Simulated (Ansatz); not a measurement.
# A workflow on CH5FGeO (SMILES [CH3][GeH]([OH])[F])

We compute a point of an energy scan (revPBE/3-21G), then a point of an energy scan (revPBE/3-21G), then a point of an energy scan (U-revPBE/3-21G), then a point of an energy scan (U-revPBE/3-21G), then a point of an energy scan (U-revPBE/3-21G) of CH5FGeO. 

Program for the calculation: Ansatz 0.2.0.

## (1) The system as given

CH5FGeO: 9 atoms, total charge 0, spin state singlet. As SMILES, `[CH3][GeH]([OH])[F]`. The coordinates come from a PBE0-D4/def2-TZVP relaxation.

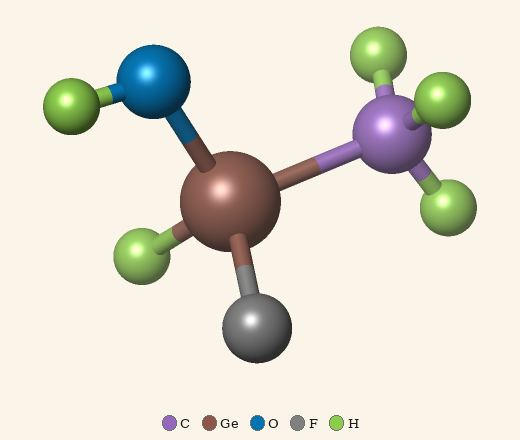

Viewed from a chosen angle; carbon purple, germanium brown, oxygen blue, fluorine grey, hydrogen green.

## (2) A point of an energy scan at revPBE/3-21G (held atoms (6, 1), held distance 1.1451 angstrom) (run 1)

File run.yaml:

```yaml
crystal:
  periodic: [false, false, false]
  atoms:
    - {symbol: C, position_ang: [-0.669000, 0.976900, -0.584200]}
    - {symbol: Ge, position_ang: [0.088300, -0.643700, 0.121500]}
    - {symbol: O, position_ang: [1.270000, -0.170700, 1.345500]}
    - {symbol: F, position_ang: [0.974400, -1.438600, -1.153800]}
    - {symbol: H, position_ang: [0.138900, 1.624900, -0.924600]}
    - {symbol: H, position_ang: [-1.237900, 1.493500, 0.189700]}
    - {symbol: H, position_ang: [-1.327100, 0.751300, -1.423500]}
    - {symbol: H, position_ang: [-0.865500, -1.725100, 0.656800]}
    - {symbol: H, position_ang: [1.716500, -0.914700, 1.755500]}
basis:
  gaussian:
    orbitals: 3-21G.json
hamiltonian:
  xc: {name: revPBE}
relax:
  max_steps: 60
  constraints: [{distance: [5, 0], at: 1.1451}]
```

The basis set 3-21G is read from a file made from the Basis Set Exchange's data (not shown).

Launch:

```console
$ ansatz run run.yaml --threads 1 --pin off --max-ram 2610MiB --events-out events.jsonl --progress --plain --runs-dir runs
```

Log:

```text
Warning: RAYON_NUM_THREADS=1 ignored (pool sized by the plan → 1); use --threads N
The last accepted step is kept in runs//last_step.txt (removed where the run ends without a failure and the disk answers)
[... 21 lines left out ...]
740 factors; their error is unknown
[... 18 lines left out ...]
740 factors; their error is unknown
[... 8 lines left out ...]
740 factors; their error is unknown
[... 9 lines left out ...]
740 factors; their error is unknown
[... 8 lines left out ...]
740 factors; their error is unknown
[... 8 lines left out ...]
740 factors; their error is unknown
[... 8 lines left out ...]
740 factors; their error is unknown
[... 5 lines left out ...]
Total energy: -62091.25869412 eV, -2281.8116700420 hartree
[... 9 lines left out ...]
Dipole moment:    -0.194398    -0.015383     0.228747 e Å
```

Run time: 17 s. Hardware: 1 thread of Intel Xeon 6975P-C (Granite Rapids), shared host; peak memory 0.17 GiB.

## (3) A point of an energy scan at revPBE/3-21G (held atoms (6, 1), held distance 1.3633 angstrom) (run 2)

File run.yaml:

```yaml
basis:
  gaussian:
    orbitals: 3-21G.json
crystal:
  periodic: [false, false, false]
  atoms:
    - {symbol: C, position_ang: [-0.659336, 0.966401, -0.592169]}
    - {symbol: Ge, position_ang: [0.122553, -0.675881, 0.085227]}
    - {symbol: O, position_ang: [1.298436, -0.169362, 1.303403]}
    - {symbol: F, position_ang: [0.999605, -1.521949, -1.157256]}
    - {symbol: H, position_ang: [0.119704, 1.680692, -0.905685]}
    - {symbol: H, position_ang: [-1.275679, 1.463388, 0.235104]}
    - {symbol: H, position_ang: [-1.333559, 0.778349, -1.444603]}
    - {symbol: H, position_ang: [-0.950346, -1.687428, 0.632677]}
    - {symbol: H, position_ang: [1.767223, -0.880409, 1.826201]}
magnetization:
  spin_polarized: false
  initial_magnetization: 0
hamiltonian:
  xc: {name: revPBE}
relax:
  max_steps: 60
  constraints: [{distance: [5, 0], at: 1.3633}]
```

The basis set 3-21G is read from a file made from the Basis Set Exchange's data (not shown).

Launch:

```console
$ ansatz run run.yaml --threads 1 --pin off --max-ram 2610MiB --events-out events.jsonl --progress --plain --runs-dir runs
```

Log:

```text
Warning: RAYON_NUM_THREADS=1 ignored (pool sized by the plan → 1); use --threads N
[... 8 lines left out ...]
740 factors; their error is unknown
[... 23 lines left out ...]
740 factors; their error is unknown
[... 8 lines left out ...]
740 factors; their error is unknown
[... 8 lines left out ...]
740 factors; their error is unknown
[... 8 lines left out ...]
740 factors; their error is unknown
[... 9 lines left out ...]
740 factors; their error is unknown
[... 7 lines left out ...]
740 factors; their error is unknown
[... 6 lines left out ...]
Total energy: -62090.63276409 eV, -2281.7886675380 hartree
[... 9 lines left out ...]
Dipole moment:    -0.186382    -0.018094     0.220240 e Å
```

Run time: 14 s. Hardware: 1 thread of Intel Xeon 6975P-C (Granite Rapids), shared host; peak memory 0.17 GiB.

## (4) A point of an energy scan at U-revPBE/3-21G (held atoms (6, 1), held distance 1.6359 angstrom) (run 3)

File molecule.yaml:

```yaml
crystal:
  periodic: [false, false, false]
  atoms:
    - symbol: C
      position_ang: [-0.619258, 0.942443, -0.647188]
    - symbol: Ge
      position_ang: [0.138569, -0.689522, 0.071879]
    - symbol: O
      position_ang: [1.316060, -0.167846, 1.281346]
    - symbol: F
      position_ang: [1.011454, -1.584827, -1.138967]
    - symbol: H
      position_ang: [0.127051, 1.710235, -0.899846]
    - symbol: H
      position_ang: [-1.376712, 1.488620, 0.346059]
    - symbol: H
      position_ang: [-1.317240, 0.786867, -1.484207]
    - symbol: H
      position_ang: [-0.964022, -1.659208, 0.631091]
    - symbol: H
      position_ang: [1.772699, -0.872961, 1.822732]
basis:
  gaussian:
    orbitals: 3-21G.json
magnetization:
  spin_polarized: true
  initial_magnetization: 0
hamiltonian:
  xc: {name: revPBE}
relax:
  max_steps: 60
  constraints: [{distance: [5, 0], at: 1.6359}]
```

The basis set 3-21G is read from a file made from the Basis Set Exchange's data (not shown).

Launch:

```console
$ ansatz run molecule.yaml --threads 1 --pin off --max-ram 2610MiB --events-out events.jsonl --progress --plain --runs-dir runs
```

Log:

```text
Warning: RAYON_NUM_THREADS=1 ignored (pool sized by the plan → 1); use --threads N
[... 8 lines left out ...]
740 factors; their error is unknown
[... 22 lines left out ...]
740 factors; their error is unknown
[... 18 lines left out ...]
740 factors; their error is unknown
[... 8 lines left out ...]
740 factors; their error is unknown
[... 9 lines left out ...]
740 factors; their error is unknown
[... 8 lines left out ...]
740 factors; their error is unknown
[... 8 lines left out ...]
740 factors; their error is unknown
[... 8 lines left out ...]
740 factors; their error is unknown
[... 6 lines left out ...]
Total energy: -62089.48778154 eV, -2281.7465902052 hartree
[... 9 lines left out ...]
Dipole moment:    -0.166573    -0.024688     0.198791 e Å
```

It took 27 s on 1 thread of Intel Xeon 6975P-C (Granite Rapids), shared host; peak memory 0.19 GiB.

## (5) A point of an energy scan at U-revPBE/3-21G (held atoms (6, 1), held distance 1.9631 angstrom) (run 4)

File in.yaml:

```yaml
crystal:
  periodic: [false, false, false]
  atoms:
    - symbol: C
      position_ang: [-0.559624, 0.916662, -0.722347]
    - symbol: Ge
      position_ang: [0.152739, -0.703432, 0.057762]
    - symbol: O
      position_ang: [1.342047, -0.161406, 1.245851]
    - symbol: F
      position_ang: [1.009660, -1.665151, -1.114216]
    - symbol: H
      position_ang: [0.141121, 1.746488, -0.880576]
    - symbol: H
      position_ang: [-1.509106, 1.487485, 0.481320]
    - symbol: H
      position_ang: [-1.287117, 0.806936, -1.537739]
    - symbol: H
      position_ang: [-0.981485, -1.618002, 0.637508]
    - symbol: H
      position_ang: [1.780367, -0.855780, 1.815337]
basis:
  gaussian:
    orbitals: 3-21G.json
magnetization:
  spin_polarized: true
  initial_magnetization: 0
hamiltonian:
  xc: {name: revPBE}
relax:
  max_steps: 60
  constraints: [{distance: [5, 0], at: 1.9631}]
```

The basis set 3-21G is read from a file made from the Basis Set Exchange's data (not shown).

Launch:

```console
$ ansatz run in.yaml --threads 1 --pin off --max-ram 2610MiB --events-out events.jsonl --progress --plain --runs-dir runs
```

Log:

```text
Warning: RAYON_NUM_THREADS=1 ignored (pool sized by the plan → 1); use --threads N
[... 1 set-up line as earlier in the session ...]
[... 21 lines left out ...]
740 factors; their error is unknown
[... 18 lines left out ...]
740 factors; their error is unknown
[... 8 lines left out ...]
740 factors; their error is unknown
[... 9 lines left out ...]
740 factors; their error is unknown
[... 8 lines left out ...]
740 factors; their error is unknown
[... 8 lines left out ...]
740 factors; their error is unknown
[... 8 lines left out ...]
740 factors; their error is unknown
[... 6 lines left out ...]
Total energy: -62088.22420166 eV, -2281.7001545010 hartree
[... 9 lines left out ...]
Dipole moment:    -0.141089    -0.029960     0.160473 e Å
```

It took 26 s on 1 thread of Intel Xeon 6975P-C (Granite Rapids), shared host; peak memory 0.19 GiB.

## (6) A point of an energy scan at U-revPBE/3-21G (held atoms (6, 1), held distance 2.3994 angstrom) (run 5)

File in.yaml:

```yaml
crystal:
  periodic: [false, false, false]
  atoms:
    - {symbol: C, position_ang: [-0.485193, 0.890138, -0.819304]}
    - {symbol: Ge, position_ang: [0.162966, -0.712618, 0.041259]}
    - {symbol: O, position_ang: [1.356521, -0.148423, 1.213916]}
    - {symbol: F, position_ang: [1.011716, -1.737038, -1.084077]}
    - {symbol: H, position_ang: [0.166293, 1.767937, -0.893485]}
    - {symbol: H, position_ang: [-1.628723, 1.473007, 0.666079]}
    - {symbol: H, position_ang: [-1.265865, 0.827701, -1.585925]}
    - {symbol: H, position_ang: [-1.000900, -1.576813, 0.629046]}
    - {symbol: H, position_ang: [1.771788, -0.830091, 1.815391]}
basis:
  gaussian:
    orbitals: 3-21G.json
magnetization:
  spin_polarized: true
hamiltonian:
  xc: {name: revPBE}
relax:
  max_steps: 60
  constraints: [{distance: [5, 0], at: 2.3994}]
```

The basis set 3-21G is read from a file made from the Basis Set Exchange's data (not shown).

Launch:

```console
$ ansatz run in.yaml --threads 1 --pin off --max-ram 2610MiB --events-out events.jsonl --progress --plain --runs-dir runs
```

Log:

```text
Warning: RAYON_NUM_THREADS=1 ignored (pool sized by the plan → 1); use --threads N
[... 1 set-up line as earlier in the session ...]
[... 22 lines left out ...]
740 factors; their error is unknown
[... 18 lines left out ...]
740 factors; their error is unknown
[... 8 lines left out ...]
740 factors; their error is unknown
[... 9 lines left out ...]
740 factors; their error is unknown
[... 8 lines left out ...]
740 factors; their error is unknown
[... 8 lines left out ...]
740 factors; their error is unknown
[... 8 lines left out ...]
740 factors; their error is unknown
[... 6 lines left out ...]
Total energy: -62087.09439016 eV, -2281.6586346942 hartree
[... 9 lines left out ...]
Dipole moment:    -0.143999    -0.003148     0.156431 e Å
```

Wall time 29 s (1 thread of Intel Xeon 6975P-C (Granite Rapids), shared host); peak memory 0.2 GiB.

## (7) What came out

```
                            quantity           value
   run 1, revPBE/3-21G: total energy  -2281.81167 Eh
  run 1, revPBE/3-21G: dipole moment          1.44 D
   run 2, revPBE/3-21G: total energy  -2281.78867 Eh
  run 2, revPBE/3-21G: dipole moment          1.39 D
 run 3, U-revPBE/3-21G: total energy  -2281.74659 Eh
run 3, U-revPBE/3-21G: dipole moment          1.25 D
 run 4, U-revPBE/3-21G: total energy  -2281.70015 Eh
run 4, U-revPBE/3-21G: dipole moment          1.04 D
 run 5, U-revPBE/3-21G: total energy  -2281.65863 Eh
run 5, U-revPBE/3-21G: dipole moment          1.02 D
         run 5, U-revPBE/3-21G: ⟨S²⟩           0.492
```

In words: Mulliken charges (run 1, revPBE/3-21G) run from -0.99 on C1 to +1.09 on Ge2. Mulliken charges (run 4, U-revPBE/3-21G) run from -0.79 on C1 to +1.09 on Ge2; they depend strongly on the basis. ⟨S²⟩ (run 5, U-revPBE/3-21G) is 0.49 where a pure singlet has 0.00: the reference is spin-contaminated. Mulliken charges (run 5, U-revPBE/3-21G) run from -0.76 on C1 to +1.09 on Ge2; they depend strongly on the basis.
